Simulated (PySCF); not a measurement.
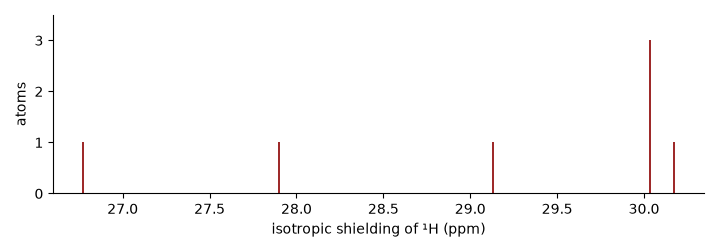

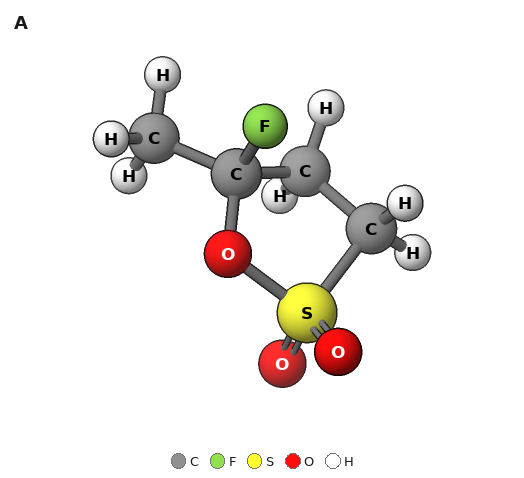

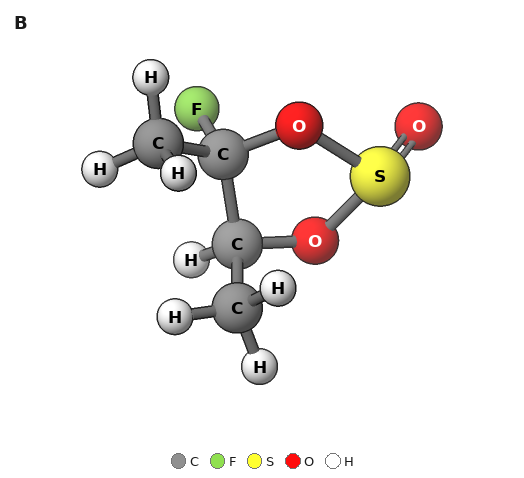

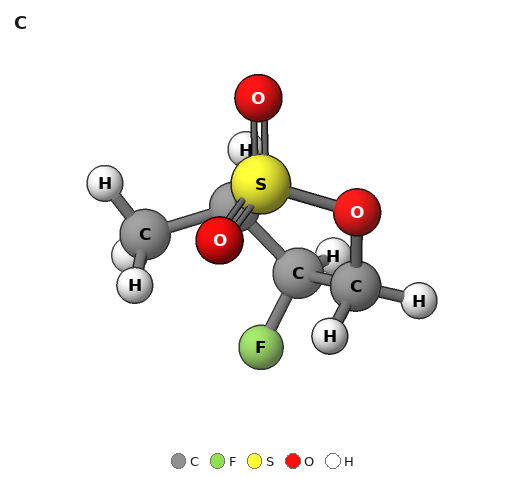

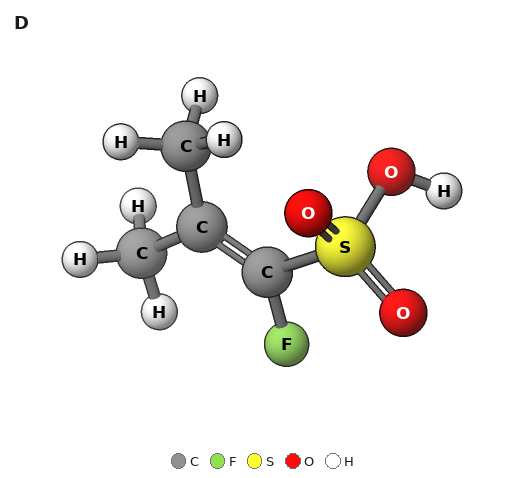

The sticks are computed shieldings of one of the molecules, for one fixed geometry (GFN2-xTB) without averaging over rotations. Low shielding means a high chemical shift. Method: GIAO PBE0/pcSseg-1 NMR shielding, non-relativistic, gas phase (PySCF 2.14.0).

Match the spectrum to a structure.

Answer. D, `CC(C)=C(F)S(=O)(=O)O`. Its 7 H atoms give lines at 26.77, 27.90, 29.13, 30.03 (3 atoms), 30.17 ppm.
